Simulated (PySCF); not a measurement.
## Run report: HgF2, frequency calculation

- system: HgF2
- method: RKS-based PBE0, Hg def2-TZVP with ECP60, F def2-TZVP; non-relativistic Hamiltonian with a scalar-relativistic core potential; density fitting (PySCF 2.14.0)

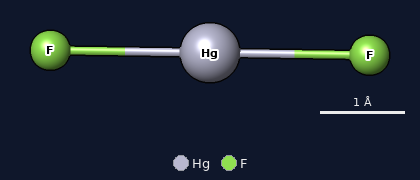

The structure (ball-and-stick view, seen at a tilt). Sticks mark near contacts.

The input
```python
from pyscf import gto, scf, dft
mol = gto.M(atom='''
Hg     0.000000     0.000000     0.000000
F      1.917637     0.000000     0.000000
F     -1.917637     0.000000     0.000000''',
    basis={'Hg': 'def2-TZVP', 'F': 'def2-TZVP'},
    ecp={'Hg': 'def2-TZVP'},
    charge=0, spin=0)
mf = dft.RKS(mol, xc='PBE0')
mf.grids.atom_grid = (75, 302)
aux = {'Hg': 'def2-universal-JKFIT', 'F': 'def2-universal-JKFIT'}
mf = mf.density_fit(auxbasis=aux)
mf.conv_tol = 1e-09
mf.diis_space = 10
mf.max_cycle = 60
mf.verbose = 4
mf.kernel()
```

The script is an equivalent of the set-up of the self-consistent field. The run itself was carried out by a driver, which started from the orbitals of the step before it where there was one and computed the further properties.

Run as:
```bash
OMP_NUM_THREADS=2 python axn.py task.json out
```

Output
```
init E= -353.059764040702
  HOMO = -0.376271627711993  LUMO = -0.0872033254131566  gap/eV = 7.86595
cycle= 1 E= -353.0597640407  delta_E= 1.25e-12  |g|= 9.6e-06  |ddm|= 1.38e-05
  HOMO = -0.376270621136461  LUMO = -0.0872017631128124  gap/eV = 7.86596
Extra cycle  E= -353.059764040694  delta_E= 6.37e-12  |g|= 1.13e-05  |ddm|= 1.6e-05
converged SCF energy = -353.059764040694
```

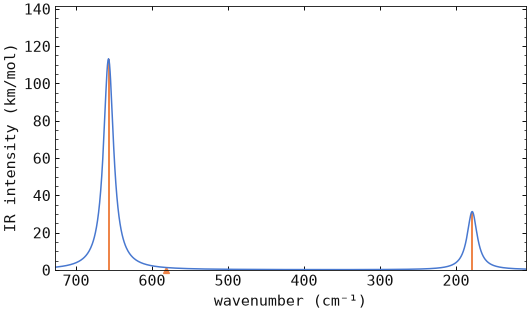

Harmonic infrared spectrum, unscaled: sticks (degenerate modes added up, dark ones marked on the axis) with a Lorentzian envelope of 16 cm⁻¹ full width, scaled to the tallest stick. 4 modes from 179 to 657 cm⁻¹, none imaginary. The strongest line is at 657 cm⁻¹ (113 km/mol). All modes, in cm⁻¹ (km/mol): 179 (15.6), 179 (15.6), 582 (0.0), 657 (113).

Results in brief

```tsv
quantity	value
outcome	converged
total energy	−353.059764 hartree
HOMO	−10.24 eV
LUMO	−2.37 eV
zero-point energy	0.003637 hartree
dipole moment	0.00 D
wavenumbers, lowest and highest	179 and 657 cm⁻¹
hardware	2 threads of AMD EPYC (Zen 3), 64 GiB of memory available, shared host
wall time	14 s (CPU time 29 s)
peak memory	0.97 GiB
```
